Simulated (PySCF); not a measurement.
Coordinates of C₂H₅F₃OSi, SMILES CO[SiH2]C(F)(F)F (Å):

```xyz
12

C      2.1700    -0.0519    -0.0367
O      0.7979    -0.3363    -0.0847
Si    -0.3936     0.3994     0.7885
C     -2.0358    -0.3800     0.1560
F     -2.1129    -1.6947     0.3972
F     -2.2075    -0.2032    -1.1596
F     -3.0779     0.2012     0.7767
H      2.6908    -0.7244    -0.7335
H      2.3847     0.9888    -0.3399
H      2.5904    -0.2130     0.9723
H     -0.4623     1.8676     0.5348
H     -0.2906     0.1245     2.2503
```

Simulated rotational absorption lines between 18 and 26 GHz at 2 K: rigid rotor with the equilibrium constants and dipole of one optimised conformer (PBE0-D3(BJ)/def2-SVP, PySCF 2.14.0), commonest isotopes; no centrifugal distortion, hyperfine structure, internal rotation or nuclear-spin weights; lines within 1 MHz of each other are summed. Lines of different type are drawn apart.

> What are the rotational constants, and what kind of rotor is it?

Rotational constants A, B, C = 4.251, 1.202, 1.145 GHz; Ray's κ = −0.96, a near-prolate asymmetric top.

> Which dipole components drive the lines?

|μa|, |μb|, |μc| = 2.94, 1.29, 0.05 D; a-type lines carry 84 % of the intensity in this range.

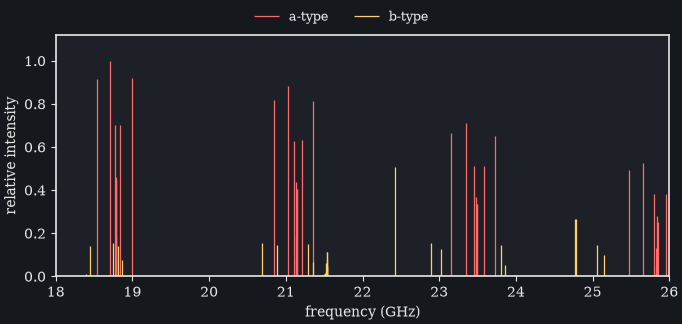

Known limits of this run: coarse grid, loose stop and no frequency check, small forces are noise and the end may be a saddle.
